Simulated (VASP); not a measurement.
Band structure of CoSi$_{2}$ (fluorite). Calculation: AM05 GGA, VASP's PBE PAW potentials (set 64) (plane waves; VASP).

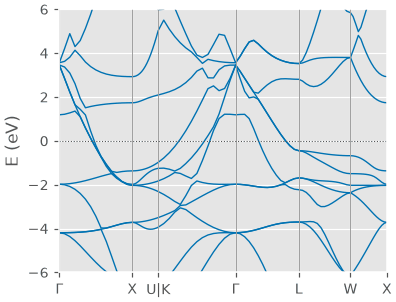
Fig. 1. Bands along high-symmetry lines, zero at the valence-band maximum or, without a gap, the Fermi level

**Question.** Read the plot: is there a gap, and where are the band edges?

**Answer.** It has no gap at this level: it comes out as a metal or semimetal. (Edges off the drawn lines would not show.)

The compound is CoSi2 in the fluorite structure. It was relaxed first. The run is not spin-polarised, so no magnetic state was tried. The electron count is odd and the run is not spin-polarised, which forces a metal.
